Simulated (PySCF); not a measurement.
# BBrH2 (SMILES BBr) at 4 levels

Wanted: a comparison of 4 runs (PBE0/STO-3G, RPA@PBE/STO-3G, CCSDT(Q)/STO-3G, UCCSD(T)/STO-3G) of BBrH2. Input form: a Python script.

Program for the calculation: PySCF 2.14.0.

## (1) The molecule

The species is BBrH2 (4 atoms), typed as a singlet with charge 0. SMILES: `BBr`. The start is not the relaxed shape.

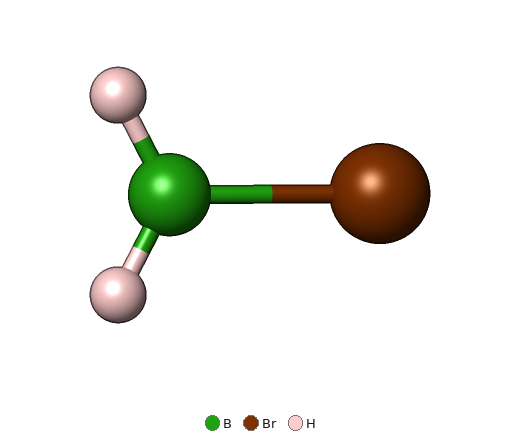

The structure, seen from a chosen angle (boron green, bromine brown, hydrogen pink).

## (2) The energy at PBE0/STO-3G (run 1)

run.py reads:

```python
from pyscf import gto, dft

mol = gto.Mole()
mol.atom = [
    ('B', (-0.478688, 0.102677, -0.274433)),
    ('Br', (1.470100, -0.363400, 0.790800)),
    ('H', (-1.435988, -0.539623, 0.014167)),
    ('H', (-0.474288, 0.973077, -1.083433)),
]
mol.charge = 0
mol.max_memory = 1860
mol.verbose = 3
mol.basis = 'sto-3g'
mol.build()

mf = dft.RKS(mol, xc='pbe0')
mf.grids.level = 5
mf.conv_tol = 1e-10
mf.kernel()
if not mf.converged:
    mf = mf.newton().run(mf.mo_coeff, mf.mo_occ)

e_final = mf.e_tot
print('Final energy', e_final)
```

The run is started by

```sh
$ OMP_NUM_THREADS=1 python run.py
```

Log:

```text
converged SCF energy = -2571.44606997024
Final energy -2571.446069970241
```

It took 2.5 s on 1 thread of Arm Neoverse V2, shared host; peak memory 0.22 GiB.

## (3) The energy at RPA@PBE/STO-3G (run 2)

geometry.xyz reads:

```xyz
4

B     -0.478688     0.102677    -0.274433
Br     1.470100    -0.363400     0.790800
H     -1.435988    -0.539623     0.014167
H     -0.474288     0.973077    -1.083433
```

run.py reads:

```python
from pyscf import gto, dft
from pyscf.gw.rpa import RPA

mol = gto.M(
    atom='geometry.xyz',
    basis='sto-3g',
    verbose=3,
    max_memory=1860,
    spin=0,
)

calc0 = dft.RKS(mol, xc='pbe')
calc0.conv_tol = 1e-10
calc0.grids.level = 5
calc0.kernel()
if not calc0.converged:
    calc0 = calc0.newton().run(calc0.mo_coeff, calc0.mo_occ)

rpa = RPA(calc0, frozen=10)
rpa.kernel()
e_exx = calc0.to_hf().energy_tot(calc0.make_rdm1())
e_final = e_exx + rpa.e_corr
print('E = %.10f Eh' % e_final)
```

The run is started by

```sh
$ OMP_NUM_THREADS=1 python run.py
```

Log:

```text
converged SCF energy = -2571.21762115941
E(RPA) = -2571.42700629379  E_corr = -0.125548760420497  E_hf = -2571.30145753337
E = -2570.2707232706 Eh
```

Wall time 2.9 s (1 thread of Arm Neoverse V2, shared host); peak memory 0.22 GiB.

Run 3 isn't shown in full; the table further down has it.

## (4) The energy at UCCSD(T)/STO-3G (run 4)

mol.xyz reads:

```xyz
4
BBrH2
B     -0.478688     0.102677    -0.274433
Br     1.470100    -0.363400     0.790800
H     -1.435988    -0.539623     0.014167
H     -0.474288     0.973077    -1.083433
```

job.py reads:

```python
from pyscf import gto, scf, cc

system = gto.M(
    atom='mol.xyz',
    verbose=4,
    basis='sto-3g',
    max_memory=1860,
    charge=0,
)

mf = scf.UHF(system)
mf.conv_tol = 1e-10
mf.kernel()
if not mf.converged:
    mf = mf.newton().run(mf.mo_coeff, mf.mo_occ)
for _ in range(3):
    mo, _, stable, _ = mf.stability(return_status=True)
    if stable:
        break
    mf.kernel(mf.make_rdm1(mo, mf.mo_occ))

mycc = cc.CCSD(mf, frozen=10)
mycc.kernel()
e_t = mycc.ccsd_t()
e_final = mycc.e_tot + e_t
print('E(%s) = %.9f' % ('CCSD(T)', e_final))
```

The run is started by

```sh
$ OMP_NUM_THREADS=1 python job.py
```

Log:

```text
PySCF version 2.14.0

[... 84 lines left out ...]
converged SCF energy = -2570.16233741139  <S^2> = 7.3363537e-12  2S+1 = 1
[... 14 lines left out ...]
Init t2, MP2 energy = -0.0476665419242663
[... 13 lines left out ...]
UCCSD converged
[... 2 lines left out ...]
E(CCSD(T)) = -2570.230743354
```

It took 0.79 s on 1 thread of Arm Neoverse V2, shared host; peak memory 0.12 GiB.

## (5) The series

```csv
run,level,frozen core orbitals,integration grid,follow instability,energy (Eh),dipole moment (D) of the reference,HOMO energy (eV),LUMO energy (eV),wall time
1,PBE0/STO-3G,–,5,–,-2571.446070,1.58,-5.03,0.25,2.5 s
2,RPA@PBE/STO-3G,10,5,–,-2570.270723,1.10,-3.72,-0.87,2.9 s
3,CCSDT(Q)/STO-3G,10,–,–,-2570.231629,2.37,-7.98,5.24,3.6 s
4,UCCSD(T)/STO-3G,10,–,yes,-2570.230743,2.37,-7.98,5.24,0.79 s
```

## (6) Results

```
                                           quantity           value
                                run 4: total energy  -2570.23074 Eh
        run 4: dipole moment (Hartree–Fock density)          2.37 D
         run 4: HOMO energy (Hartree–Fock orbitals)        -7.98 eV
         run 4: LUMO energy (Hartree–Fock orbitals)         5.24 eV
       run 4: HOMO–LUMO gap (Hartree–Fock orbitals)        13.22 eV
run 4: correlation energy (10 core orbitals frozen)       -68.4 mEh
                              run 4: (T) correction       -1.72 mEh
                               run 4: T1 diagnostic           0.015
```

All runs together took 9.8 s, the longest 3.6 s.
